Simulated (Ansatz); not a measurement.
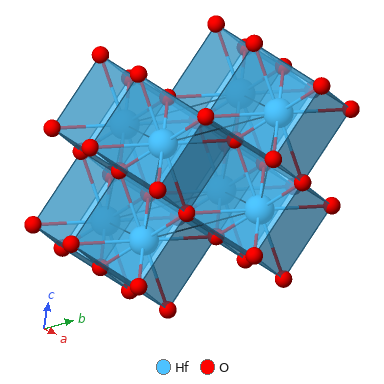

System: a slab cut from HfO₂ (slab content Hf₇O₁₄), space group Fm-3m (No. 225). The picture shows the bulk cell.

The given structure:
```xyz
3
Lattice="0.0000 2.5292 2.5292 2.5292 0.0000 2.5292 2.5292 2.5292 0.0000" Properties=species:S:1:pos:R:3 pbc="T T T"
Hf    0.0000    0.0000    0.0000
O     1.2646    1.2646    1.2646
O     3.7937    3.7937    3.7937
```

Method: spacing and rumpling of the atomic planes of a slab cut from the relaxed bulk cell along the Miller plane (conventional indices), bottom to top, after all atoms relax, plane waves with PAW datasets, Γ-centred k mesh (Ansatz 0.2.0). Level: r2SCAN, no spin polarisation.

| setting | value |
| --- | --- |
| space group in which the indices count | 225 |
| Miller index h | 1 |
| Miller index k | 1 |
| Miller index l | 0 |
| top plane | HfO2 |
| bottom plane | HfO2 |
| planes | 7 |
| surface cell | (1, 1) |
| slab thickness as cut | 10.73 Å |
| vacuum | 15 Å |
| surface area | 18.09 Å² |
| surface a | 3.577 Å |
| surface b | 5.058 Å |
| surface angle | 90 ° |
| slab atoms | 21 |
| wave cutoff | 500 eV |
| k mesh | 8×5×1 |
| occupations | Gaussian |
| smearing width | 0.05 eV |
| boundary | dipole corrected |

What does the calculation give for the spacing change of each pair of planes? The cases: 1–2; 2–3; 3–4; 4–5; 5–6; 6–7.

The least value, −0.117 Å, is that of 1–2 and 6–7, and the largest, 0.078 Å, that of 2–3 and 5–6.

| pair of planes | spacing change (Å) | spacing to next (Å) |
| --- | --- | --- |
| 1–2 | −0.117 | 1.672 |
| 2–3 | 0.078 | 1.866 |
| 3–4 | −0.017 | 1.771 |
| 4–5 | −0.017 | 1.771 |
| 5–6 | 0.078 | 1.866 |
| 6–7 | −0.117 | 1.672 |

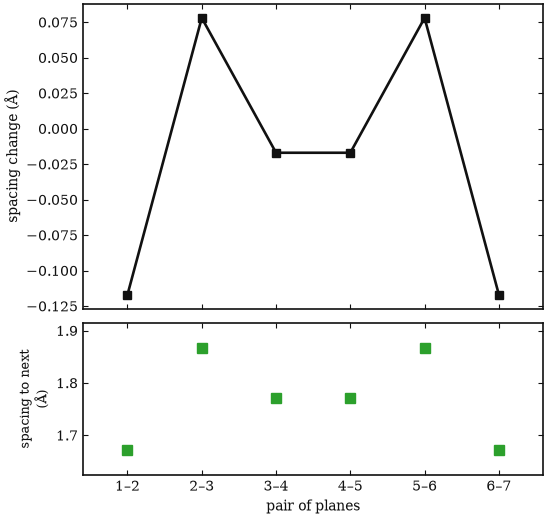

Caveats: odd k mesh can miss points on the zone edge; xc potential rough in thin density.
